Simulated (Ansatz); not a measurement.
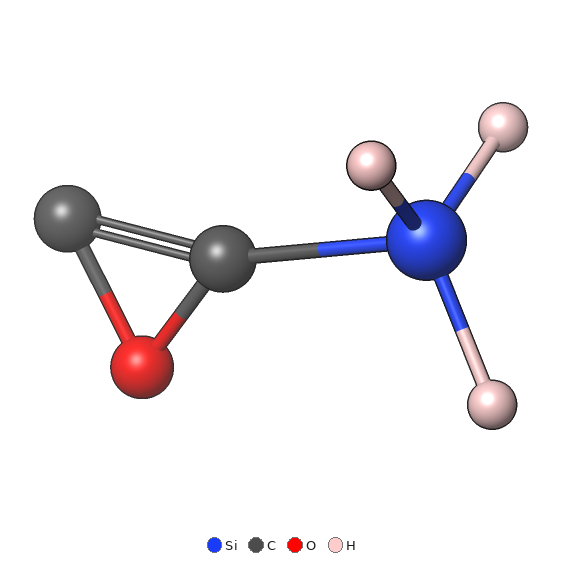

The species has charge +1 and is a spin singlet. Computed geometry: PBE0-D4/def2-TZVP optimisation. No frequency run is at hand to confirm it as a minimum.

Give the structural formula.

SMILES: [SiH3]C1=[C+]O1

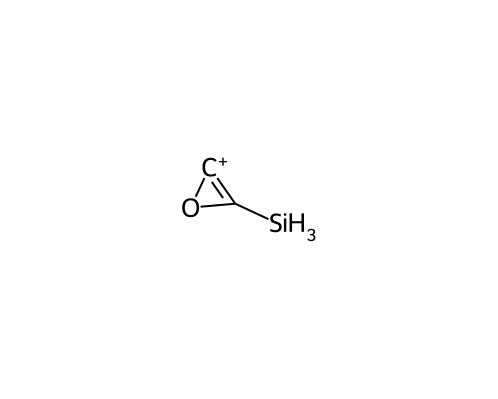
